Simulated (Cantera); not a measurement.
A closed system holds: 1 mol Si, 0.5 mol H2, equilibrated at 940000 Pa.

Cantera equilibrium calculation (NASA polynomials, part measured and part estimated; ideal gas, pure solids and liquids). Candidate condensed phases: Si; 9 gas species. Gases not in the tables: Si2H6 and higher silanes. Rates play no part.

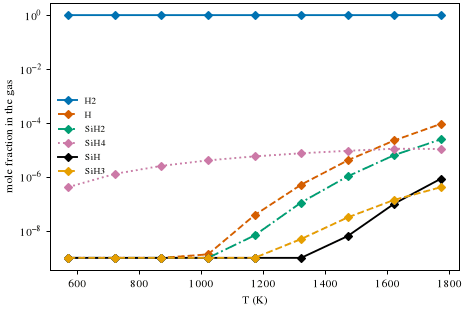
Equilibrium gas composition (values under 1e-9 drawn at 1e-9)

From 573 K to 1623 K the condensed part is Si(s). At 1773 K the condensed part is Si(l). The main Si-bearing gas is SiH4 at 573 K and SiH2 at 1773 K.
